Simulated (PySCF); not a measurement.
C3H11AlO, singlet at its GFN2-xTB optimised geometry (Å):

```
16

Al    -0.1962     0.0299     0.0000
C     -1.1098    -1.5801    -0.7864
H     -1.0993    -1.5380    -1.8790
H     -2.1655    -1.6773    -0.5093
H     -0.6370    -2.5343    -0.5275
C     -1.2164     1.7585     0.0000
H     -2.2621     1.6638     0.3145
H     -1.2547     2.1870    -1.0059
H     -0.7729     2.5343     0.6332
C      1.8130     0.0299     0.0000
H      2.2621    -0.9371     0.2549
H      2.2604     0.7663     0.6764
H      2.1992     0.2737    -0.9940
O     -0.3990    -0.3628     1.9206
H      0.1959    -0.9745     2.3625
H     -1.2169    -0.2474     2.4117
```

Method: PBE0/def2-TZVP in PySCF. Cells within 0.4 Å of a nucleus heavier than hydrogen are left out (blank, or x).

Map of the log10 of the electron density (e/bohr³), floored at −4 on the plane z = 0.0 Å:

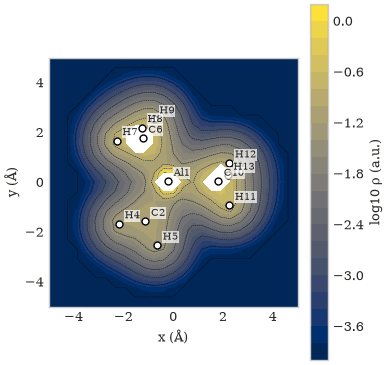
Fig. 1. Log10 of the electron density (e/bohr³), floored at −4 on the plane z = 0.0 Å.
